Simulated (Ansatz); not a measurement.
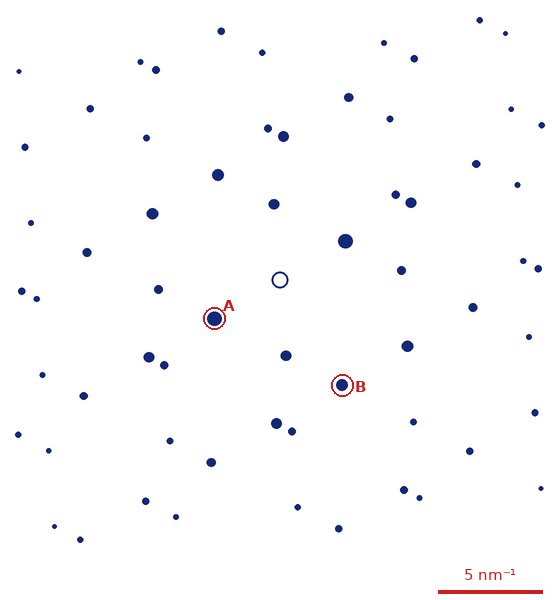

Computed electron diffraction pattern, 200 kV, single scattering only, B = 0.8 Å². Two individuals of a reflection twin are superposed (a geometric construction: whether this twin forms is not tested; the second individual is smaller and so fainter). Crystal: Lu, space group P6_3/mmc (No. 194), a = 3.400 Å, c = 10.910 Å (hexagonal axes), zone axis [210]. Structure: the input geometry of an electronic-structure calculation (not necessarily at equilibrium); the starting structure was generated, so it need not be a known form of this composition.

```cif
data_structure
_symmetry_space_group_name_H-M 'P6_3/mmc'
_symmetry_Int_Tables_number 194
_cell_length_a 3.4005
_cell_length_b 3.4005
_cell_length_c 10.9104
_cell_angle_alpha 90.000
_cell_angle_beta 90.000
_cell_angle_gamma 120.000
_cell_volume 109.26
loop_
_atom_site_label
_atom_site_type_symbol
_atom_site_symmetry_multiplicity
_atom_site_Wyckoff_symbol
_atom_site_fract_x
_atom_site_fract_y
_atom_site_fract_z
_atom_site_occupancy
Lu1 Lu 2 a 0.00000 0.00000 0.00000 1
Lu2 Lu 2 c 0.33333 0.66667 0.25000 1
```

In the first individual spot A is 0 0 -4 and spot B is -1 2 0.

### On which plane is the crystal twinned?

(1-2-4). The spot positions of the combined pattern are mirror-symmetric about the row through 1 -2 -4 (d = 1.443 Å), which both individuals share, while a single individual has only symmetry 2mm without that mirror line. Friedel's law adds a mirror line at right angles, along which no low-index reflection lies.

### Which other reflections coincide?

Within the frame only the reflections of the common row coincide.
